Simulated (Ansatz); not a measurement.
# Run report: CH6FGeN, geometry relaxation

The run: geometry relaxation of CH6FGeN. Method and program: RKS PBE0-D4/def2-TZVP (Ansatz 0.2.0).

The geometry: PBE-D4/def2-SVP start. Figures and captions count atoms from 1; the log counts them from 0 in places.

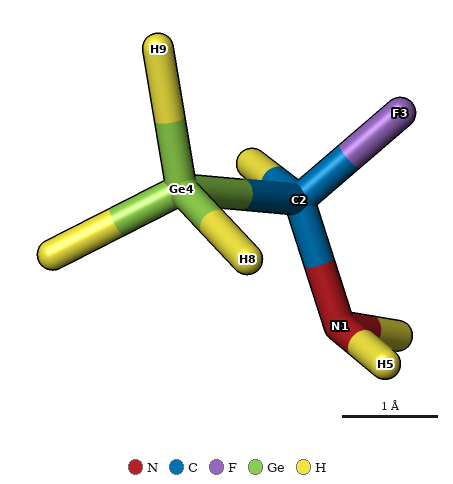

Fig. 1: The input geometry (stick view, seen at a tilt; atoms are numbered from 1 in the order of the input). Sticks mark near contacts. Bond lengths as drawn: C–F 1.43 Å, C–Ge 1.99 Å, C–H 1.11 Å, C–N 1.41 Å, Ge–H 1.55 Å and H–N 1.03 Å.

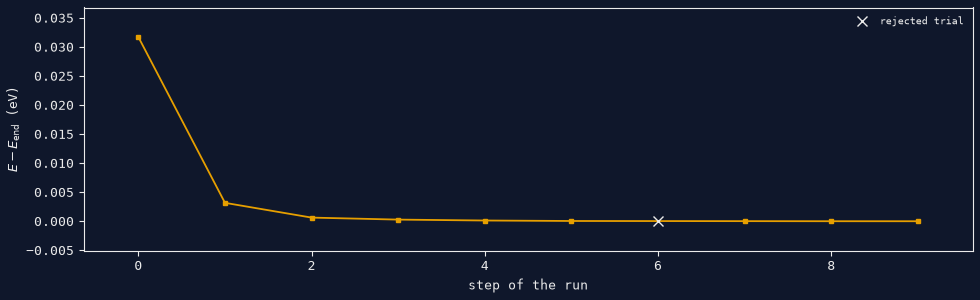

Fig. 2: Progress of the relaxation, step by step (the first geometry is step 0 here and step 1 in the log).

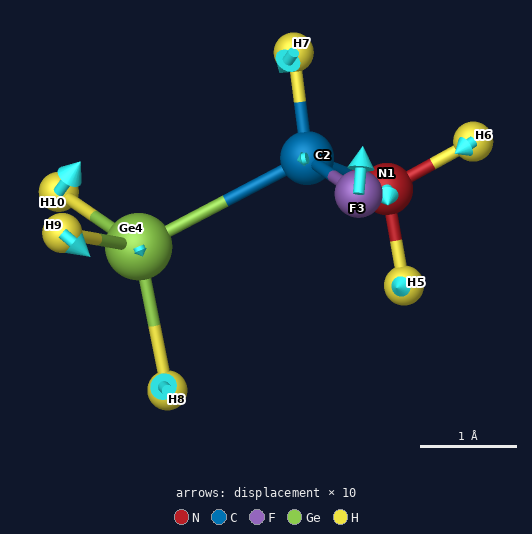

Fig. 3: The starting structure with the displacements as teal arrows, magnified 10 times (ball-and-stick view, seen at a tilt). The two geometries are laid on each other by the best rigid fit. The energy falls by 0.032 eV in 9 geometry steps. Largest force component: 0.62 eV/Å at the start, 0.0036 eV/Å at the end. The line search rejected the trial step at point 6 (counted from 0) and went back. The atom that moves furthest after the best rigid fit is F3 (0.051 Å). By element the largest moves are F 0.051 Å, H 0.048 Å, N 0.027 Å, C 0.012 Å, Ge 0.011 Å. Distances before and after: C2–H7 1.112 → 1.093 Å, N1–H5 1.026 → 1.010 Å, Ge4–H10 1.551 → 1.536 Å, Ge4–H9 1.549 → 1.534 Å. (Atoms are counted from 1 in the order of the input.)

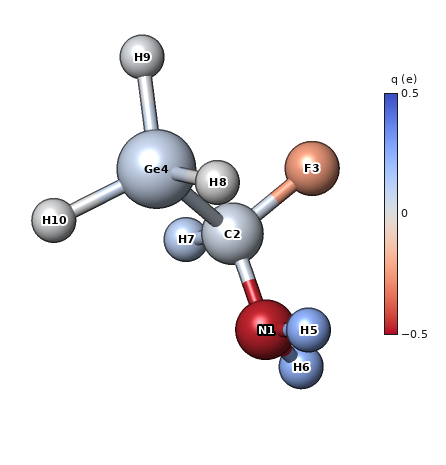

Fig. 4: Mulliken charges, as the colour of each atom (ball-and-stick view, seen at a tilt; atoms are numbered from 1 in the order of the input). By element: N −0.47, C +0.05, F −0.24, Ge +0.07 and H 0.00 to +0.24 e.

The input and output of the run follow.

**Input**
```yaml
crystal:
  periodic: [false, false, false]
  atoms:
    - {symbol: N, position_ang: [-0.773406, 1.185853, -0.547511]}
    - {symbol: C, position_ang: [0.336047, 0.640561, 0.132889]}
    - {symbol: F, position_ang: [1.571579, 0.761911, -0.577711]}
    - {symbol: Ge, position_ang: [0.079994, -1.307540, 0.467058]}
    - {symbol: H, position_ang: [-0.949556, 0.730455, -1.450306]}
    - {symbol: H, position_ang: [-0.695077, 2.199371, -0.697450]}
    - {symbol: H, position_ang: [0.484228, 1.185642, 1.091021]}
    - {symbol: H, position_ang: [-0.325766, -1.948071, -0.888379]}
    - {symbol: H, position_ang: [1.399106, -1.947082, 0.966429]}
    - {symbol: H, position_ang: [-1.043949, -1.552200, 1.507060]}
basis:
  gaussian: {orbitals: def2-TZVP}
hamiltonian: {xc: pbe0, dispersion: d4}
relax: {f_tol: 0.005, max_steps: 150}
```

Launch command:
```bash
ansatz run in.yaml --threads 4 --pin off --events-out ev --progress --plain --max-ram 10444MiB
```

**What the program printed**
```
Functional definition: PBE0
  name "PBE0"
  cite "Adamo & Barone, J. Chem. Phys. 110, 6158 (1999) doi:10.1063/1.478522"
  cite "Perdew, Burke & Ernzerhof, Phys. Rev. Lett. 77, 3865 (1996) doi:10.1103/PhysRevLett.77.3865"
  parent pbe
  parameter a = 0.25
  parameter kappa = 0.804
  parameter beta = 0.06672455060314922
  exchange = (1 - a)*pbe_x(kappa = kappa, mu = beta*pi^2/3) + a*exact_x
  correlation = pbe_c(beta = beta)
1156 factors; their error is unknown
mean field evaluation 1: about -61843.5846 eV, gradient 5.4e1 eV
mean field evaluation 2: about -61839.4778 eV, gradient 6.9e1 eV
mean field evaluation 4: about -61848.6626 eV, gradient 3.5e0 eV
mean field evaluation 8: about -61848.6794 eV, gradient 4.2e-2 eV
mean field evaluation 16: about -61848.9557 eV, gradient 6.0e-5 eV
mean field -61848.95567808 eV, -2272.9071984417 hartree, gradient 6.0e-5 eV, S^2 0.000000; 0 other end points of the search recorded, 0 dependent functions left out
the calculation of the forces begins
reference -61848.95570644 eV, -2272.9071994839 hartree; 30, 30 occupied and 147, 147 virtual orbitals, 1156 factors
relax step   1: F+E_penalty+E_count = -61849.09651204 eV  Δ(F+E_penalty+E_count) = +0.000e0 eV  max|allowed force component| = 6.151e-1 eV/Å  Δτ_max = 0.0000 Å  (27 SCF iters, accepted)
these checks for a lower state are left out or cut short: starts, cluster_reference, orbital_swaps, neighbouring_geometries, increment
1156 factors; their error is unknown
mean field -61848.98388713 eV, -2272.9082351052 hartree, gradient 8.9e-6 eV, S^2 0.000000; 0 other end points of the search recorded, 0 dependent functions left out
the calculation of the forces begins
reference -61848.98391543 eV, -2272.9082361450 hartree; 30, 30 occupied and 147, 147 virtual orbitals, 1156 factors
relax step   2: F+E_penalty+E_count = -61849.12505990 eV  Δ(F+E_penalty+E_count) = -2.855e-2 eV  max|allowed force component| = 2.179e-1 eV/Å  Δτ_max = 0.0285 Å  (32 SCF iters, accepted)
these checks for a lower state are left out or cut short: starts, cluster_reference, orbital_swaps, neighbouring_geometries, increment
1156 factors; their error is unknown
mean field -61848.98637127 eV, -2272.9083263955 hartree, gradient 8.8e-6 eV, S^2 0.000000; 0 other end points of the search recorded, 0 dependent functions left out
the calculation of the forces begins
reference -61848.98639957 eV, -2272.9083274356 hartree; 30, 30 occupied and 147, 147 virtual orbitals, 1156 factors
relax step   3: F+E_penalty+E_count = -61849.12760000 eV  Δ(F+E_penalty+E_count) = -2.540e-3 eV  max|allowed force component| = 4.679e-2 eV/Å  Δτ_max = 0.0160 Å  (33 SCF iters, accepted)
these checks for a lower state are left out or cut short: starts, cluster_reference, orbital_swaps, neighbouring_geometries, increment
1156 factors; their error is unknown
mean field evaluation 32: about -61848.7111 eV, gradient 5.2e-1 eV
mean field -61848.98668935 eV, -2272.9083380848 hartree, gradient 8.8e-6 eV, S^2 0.000000; 0 other end points of the search recorded, 0 dependent functions left out
the calculation of the forces begins
reference -61848.98671768 eV, -2272.9083391257 hartree; 30, 30 occupied and 147, 147 virtual orbitals, 1156 factors
relax step   4: F+E_penalty+E_count = -61849.12794484 eV  Δ(F+E_penalty+E_count) = -3.448e-4 eV  max|allowed force component| = 3.484e-2 eV/Å  Δτ_max = 0.0064 Å  (33 SCF iters, accepted)
these checks for a lower state are left out or cut short: starts, cluster_reference, orbital_swaps, neighbouring_geometries, increment
1156 factors; their error is unknown
mean field -61848.98686339 eV, -2272.9083444806 hartree, gradient 8.8e-6 eV, S^2 0.000000; 0 other end points of the search recorded, 0 dependent functions left out
the calculation of the forces begins
reference -61848.98689174 eV, -2272.9083455223 hartree; 30, 30 occupied and 147, 147 virtual orbitals, 1156 factors
relax step   5: F+E_penalty+E_count = -61849.12810067 eV  Δ(F+E_penalty+E_count) = -1.558e-4 eV  max|allowed force component| = 1.333e-2 eV/Å  Δτ_max = 0.0052 Å  (33 SCF iters, accepted)
these checks for a lower state are left out or cut short: starts, cluster_reference, orbital_swaps, neighbouring_geometries, increment
1156 factors; their error is unknown
mean field -61848.98694686 eV, -2272.9083475480 hartree, gradient 8.7e-6 eV, S^2 0.000000; 0 other end points of the search recorded, 0 dependent functions left out
the calculation of the forces begins
reference -61848.98697523 eV, -2272.9083485906 hartree; 30, 30 occupied and 147, 147 virtual orbitals, 1156 factors
relax step   6: F+E_penalty+E_count = -61849.12818283 eV  Δ(F+E_penalty+E_count) = -8.216e-5 eV  max|allowed force component| = 6.130e-3 eV/Å  Δτ_max = 0.0092 Å  (33 SCF iters, accepted)
these checks for a lower state are left out or cut short: starts, cluster_reference, orbital_swaps, neighbouring_geometries, increment
1156 factors; their error is unknown
mean field -61848.98691114 eV, -2272.9083462352 hartree, gradient 8.7e-6 eV, S^2 0.000000; 0 other end points of the search recorded, 0 dependent functions left out
the calculation of the forces begins
reference -61848.98693952 eV, -2272.9083472784 hartree; 30, 30 occupied and 147, 147 virtual orbitals, 1156 factors
relax step   7: F+E_penalty+E_count = -61849.12813957 eV  Δ(F+E_penalty+E_count) = +4.326e-5 eV  max|allowed force component| = 3.030e-2 eV/Å  Δτ_max = 0.0117 Å  (33 SCF iters, rejected (line search))
these checks for a lower state are left out or cut short: starts, cluster_reference, orbital_swaps, neighbouring_geometries, increment
1156 factors; their error is unknown
mean field evaluation 64: about -61848.9870 eV, gradient 4.8e-3 eV
mean field -61848.98696805 eV, -2272.9083483268 hartree, gradient 8.7e-6 eV, S^2 0.000000; 0 other end points of the search recorded, 0 dependent functions left out
the calculation of the forces begins
reference -61848.98699643 eV, -2272.9083493698 hartree; 30, 30 occupied and 147, 147 virtual orbitals, 1156 factors
relax step   8: F+E_penalty+E_count = -61849.12820882 eV  Δ(F+E_penalty+E_count) = -2.600e-5 eV  max|allowed force component| = 1.653e-3 eV/Å  Δτ_max = 0.0057 Å  (33 SCF iters, accepted)
these checks for a lower state are left out or cut short: starts, cluster_reference, orbital_swaps, neighbouring_geometries, increment
1156 factors; their error is unknown
mean field -61848.98698175 eV, -2272.9083488301 hartree, gradient 8.7e-6 eV, S^2 0.000000; 0 other end points of the search recorded, 0 dependent functions left out
the calculation of the forces begins
reference -61848.98701015 eV, -2272.9083498738 hartree; 30, 30 occupied and 147, 147 virtual orbitals, 1156 factors
relax step   9: F+E_penalty+E_count = -61849.12822362 eV  Δ(F+E_penalty+E_count) = -1.479e-5 eV  max|allowed force component| = 6.638e-3 eV/Å  Δτ_max = 0.0093 Å  (33 SCF iters, accepted)
these checks for a lower state are left out or cut short: starts, cluster_reference, orbital_swaps, neighbouring_geometries, increment
1156 factors; their error is unknown
mean field -61848.98697954 eV, -2272.9083487490 hartree, gradient 8.7e-6 eV, S^2 0.000000; 0 other end points of the search recorded, 0 dependent functions left out
the calculation of the forces begins
reference -61848.98700794 eV, -2272.9083497928 hartree; 30, 30 occupied and 147, 147 virtual orbitals, 1156 factors
relax step  10: F+E_penalty+E_count = -61849.12822641 eV  Δ(F+E_penalty+E_count) = -2.793e-6 eV  max|allowed force component| = 3.633e-3 eV/Å  Δτ_max = 0.0033 Å  (34 SCF iters, accepted)
1156 factors; their error is unknown
mean field evaluation 96: about -61848.9868 eV, gradient 3.6e-1 eV
mean field -61848.98697954 eV, -2272.9083487490 hartree, gradient 8.7e-6 eV, S^2 0.000000; 1 other end points of the search recorded, 0 dependent functions left out
the calculation of the forces begins
reference -61848.98700794 eV, -2272.9083497928 hartree; 30, 30 occupied and 147, 147 virtual orbitals, 1156 factors
Total energy: -61849.12825482 eV, -2272.9135405197 hartree
Atom 0 at    -0.754211     1.174967    -0.563449 Å, force    -0.002073     0.001665     0.002010 eV/Å
Atom 1 at     0.331897     0.630928     0.137781 Å, force     0.003633     0.001337    -0.000594 eV/Å
Atom 2 at     1.566736     0.796317    -0.539583 Å, force    -0.002448    -0.000038     0.000977 eV/Å
Atom 3 at     0.079378    -1.310206     0.456298 Å, force    -0.001821     0.000828     0.000513 eV/Å
Atom 4 at    -0.928857     0.721179    -1.449206 Å, force     0.000453    -0.000945    -0.001673 eV/Å
Atom 5 at    -0.685398     2.175513    -0.696791 Å, force     0.000334     0.000136    -0.000992 eV/Å
Atom 6 at     0.452983     1.162767     1.085018 Å, force     0.000275    -0.001135    -0.000098 eV/Å
Atom 7 at    -0.363830    -1.947458    -0.872335 Å, force     0.001952    -0.000830    -0.000498 eV/Å
Atom 8 at     1.397022    -1.938332     0.928780 Å, force    -0.001134    -0.000827    -0.000746 eV/Å
Atom 9 at    -1.012519    -1.516774     1.516587 Å, force     0.000829    -0.000190     0.001103 eV/Å
Dipole moment:    -0.221669     0.117550    -0.016996 e Å
```

**Trajectory as extended XYZ (Å, eV, eV/Å), 10 frames, from step=1 to step=10**
```
10
Properties=species:S:1:pos:R:3:forces:R:3 step=1 energy=-61849.09651
N    -0.7734    1.1859   -0.5475    0.3092   0.2683  -0.5634
C     0.3360    0.6406    0.1329    0.0501   0.0939   0.3442
F     1.5716    0.7619   -0.5777   -0.4230   0.0968   0.1852
Ge    0.0800   -1.3075    0.4671   -0.0163  -0.1505  -0.0357
H    -0.9496    0.7305   -1.4503    0.1056   0.2492   0.5718
H    -0.6951    2.1994   -0.6975   -0.0258  -0.6151   0.1101
H     0.4842    1.1856    1.0910   -0.0308  -0.2530  -0.5814
H    -0.3258   -1.9481   -0.8884    0.0484   0.0925   0.1995
H     1.3991   -1.9471    0.9664   -0.1922   0.1290  -0.0711
H    -1.0439   -1.5522    1.5071    0.1749   0.0889  -0.1591
10
Properties=species:S:1:pos:R:3:forces:R:3 step=2 energy=-61849.12506
N    -0.7666    1.1803   -0.5447    0.0775   0.0695  -0.2179
C     0.3308    0.6292    0.1391    0.0681   0.1276   0.0371
F     1.5565    0.7780   -0.5696   -0.1223   0.0004   0.0673
Ge    0.0790   -1.3139    0.4581   -0.0007   0.0289   0.0140
H    -0.9437    0.7263   -1.4354    0.0090   0.0606   0.1712
H    -0.6792    2.1819   -0.6952   -0.0123  -0.1756   0.0611
H     0.4790    1.1757    1.0803   -0.0233  -0.1310  -0.1365
H    -0.3307   -1.9505   -0.8838    0.0102   0.0129   0.0366
H     1.3937   -1.9306    0.9587   -0.0320   0.0061  -0.0134
H    -1.0356   -1.5274    1.4957    0.0258   0.0006  -0.0195
10
Properties=species:S:1:pos:R:3:forces:R:3 step=3 energy=-61849.12760
N    -0.7633    1.1804   -0.5499    0.0419  -0.0159  -0.0193
C     0.3311    0.6285    0.1345    0.0370   0.0288  -0.0286
F     1.5562    0.7855   -0.5669   -0.0468  -0.0112   0.0312
Ge    0.0795   -1.3107    0.4591   -0.0038  -0.0022  -0.0184
H    -0.9430    0.7298   -1.4365   -0.0202  -0.0215  -0.0025
H    -0.6791    2.1787   -0.6920   -0.0053   0.0197   0.0209
H     0.4739    1.1608    1.0776   -0.0017   0.0148   0.0163
H    -0.3319   -1.9496   -0.8776   -0.0087  -0.0165  -0.0118
H     1.3906   -1.9308    0.9569    0.0127  -0.0026   0.0041
H    -1.0308   -1.5238    1.4979   -0.0052   0.0067   0.0080
10
Properties=species:S:1:pos:R:3:forces:R:3 step=4 energy=-61849.12795
N    -0.7609    1.1796   -0.5511    0.0205   0.0000  -0.0053
C     0.3324    0.6296    0.1354    0.0079  -0.0091  -0.0348
F     1.5574    0.7868   -0.5623   -0.0022   0.0031   0.0077
Ge    0.0794   -1.3104    0.4559   -0.0013  -0.0043   0.0078
H    -0.9432    0.7270   -1.4360   -0.0122  -0.0109  -0.0062
H    -0.6804    2.1783   -0.6912   -0.0079   0.0168   0.0076
H     0.4722    1.1615    1.0792   -0.0037   0.0091   0.0206
H    -0.3357   -1.9548   -0.8780   -0.0028   0.0014  -0.0034
H     1.3913   -1.9301    0.9536    0.0055  -0.0046   0.0005
H    -1.0293   -1.5185    1.4976   -0.0037  -0.0015   0.0056
10
Properties=species:S:1:pos:R:3:forces:R:3 step=5 energy=-61849.12810
N    -0.7586    1.1791   -0.5540    0.0081   0.0024  -0.0025
C     0.3335    0.6296    0.1343   -0.0086  -0.0043  -0.0043
F     1.5599    0.7893   -0.5585    0.0133   0.0015  -0.0042
Ge    0.0797   -1.3108    0.4556   -0.0006  -0.0016   0.0043
H    -0.9430    0.7263   -1.4384   -0.0028   0.0014   0.0001
H    -0.6827    2.1789   -0.6900   -0.0057  -0.0023   0.0001
H     0.4691    1.1606    1.0798   -0.0033   0.0027   0.0067
H    -0.3397   -1.9553   -0.8773   -0.0002   0.0025   0.0027
H     1.3923   -1.9321    0.9512   -0.0020  -0.0013  -0.0030
H    -1.0273   -1.5166    1.5004    0.0019  -0.0009   0.0000
10
Properties=species:S:1:pos:R:3:forces:R:3 step=6 energy=-61849.12818
N    -0.7564    1.1776   -0.5578   -0.0023  -0.0057  -0.0035
C     0.3334    0.6301    0.1352   -0.0017  -0.0042  -0.0002
F     1.5633    0.7916   -0.5515    0.0017   0.0013   0.0004
Ge    0.0797   -1.3107    0.4563    0.0000   0.0049  -0.0061
H    -0.9385    0.7248   -1.4426    0.0016  -0.0004   0.0027
H    -0.6854    2.1778   -0.6918    0.0017   0.0039   0.0008
H     0.4633    1.1613    1.0816   -0.0003   0.0016   0.0007
H    -0.3475   -1.9527   -0.8753   -0.0019   0.0013   0.0021
H     1.3939   -1.9353    0.9428   -0.0004  -0.0007   0.0017
H    -1.0225   -1.5156    1.5062    0.0016  -0.0020   0.0015
10
Properties=species:S:1:pos:R:3:forces:R:3 step=7 energy=-61849.12814 accepted=F
N    -0.7557    1.1758   -0.5615    0.0067   0.0303   0.0118
C     0.3319    0.6305    0.1363    0.0051   0.0043   0.0078
F     1.5649    0.7948   -0.5445   -0.0018  -0.0001  -0.0010
Ge    0.0796   -1.3105    0.4553    0.0010  -0.0053   0.0172
H    -0.9315    0.7242   -1.4476   -0.0054  -0.0082  -0.0217
H    -0.6835    2.1767   -0.6930   -0.0111  -0.0126  -0.0078
H     0.4553    1.1646    1.0821    0.0057  -0.0153   0.0052
H    -0.3586   -1.9508   -0.8734    0.0022   0.0016  -0.0026
H     1.3947   -1.9379    0.9358    0.0038   0.0014  -0.0081
H    -1.0138   -1.5185    1.5136   -0.0063   0.0039  -0.0009
10
Properties=species:S:1:pos:R:3:forces:R:3 step=8 energy=-61849.12821
N    -0.7558    1.1766   -0.5595   -0.0006   0.0015   0.0005
C     0.3330    0.6303    0.1359    0.0003  -0.0015   0.0001
F     1.5644    0.7930   -0.5481   -0.0007   0.0007   0.0012
Ge    0.0796   -1.3105    0.4562   -0.0007   0.0017  -0.0009
H    -0.9356    0.7237   -1.4448    0.0011  -0.0012  -0.0004
H    -0.6853    2.1771   -0.6930   -0.0001   0.0001  -0.0008
H     0.4602    1.1619    1.0825    0.0000  -0.0001  -0.0001
H    -0.3528   -1.9508   -0.8745    0.0002  -0.0003   0.0004
H     1.3947   -1.9361    0.9391   -0.0001  -0.0010  -0.0010
H    -1.0192   -1.5165    1.5093    0.0006   0.0000   0.0011
10
Properties=species:S:1:pos:R:3:forces:R:3 step=9 energy=-61849.12822
N    -0.7546    1.1754   -0.5629   -0.0011   0.0066   0.0044
C     0.3319    0.6309    0.1374    0.0052   0.0026   0.0000
F     1.5662    0.7956   -0.5411   -0.0025   0.0000   0.0009
Ge    0.0791   -1.3100    0.4563    0.0018  -0.0043   0.0030
H    -0.9301    0.7219   -1.4486    0.0002  -0.0018  -0.0041
H    -0.6852    2.1760   -0.6959   -0.0012  -0.0029  -0.0022
H     0.4540    1.1631    1.0843    0.0002  -0.0030   0.0000
H    -0.3607   -1.9484   -0.8728   -0.0025   0.0005  -0.0007
H     1.3959   -1.9389    0.9303    0.0006   0.0019   0.0003
H    -1.0133   -1.5167    1.5161   -0.0007   0.0003  -0.0017
10
Properties=species:S:1:pos:R:3:forces:R:3 step=10 energy=-61849.12823
N    -0.7542    1.1750   -0.5634   -0.0021   0.0017   0.0020
C     0.3319    0.6309    0.1378    0.0036   0.0013  -0.0006
F     1.5667    0.7963   -0.5396   -0.0024   0.0000   0.0010
Ge    0.0794   -1.3102    0.4563   -0.0018   0.0008   0.0005
H    -0.9289    0.7212   -1.4492    0.0005  -0.0009  -0.0017
H    -0.6854    2.1755   -0.6968    0.0003   0.0001  -0.0010
H     0.4530    1.1628    1.0850    0.0003  -0.0011  -0.0001
H    -0.3638   -1.9475   -0.8723    0.0020  -0.0008  -0.0005
H     1.3970   -1.9383    0.9288   -0.0011  -0.0008  -0.0007
H    -1.0125   -1.5168    1.5166    0.0008  -0.0002   0.0011
```

**Summary**

| quantity | value |
| --- | --- |
| outcome | converged |
| total energy | −61849.1283 eV |
| mean-field energy | −61848.9870 eV |
| dispersion energy | −0.1412 eV |
| SCF solution under orbital rotations | stable |
| largest force (length of the vector) at the end | 0.004 eV/Å |
| dipole moment | 1.21 D |
| hardware | 4 threads of Intel Xeon, 163 GiB of memory available, shared host |
| wall time | 17 s (CPU time 57 s) |
| peak memory | 0.48 GiB |
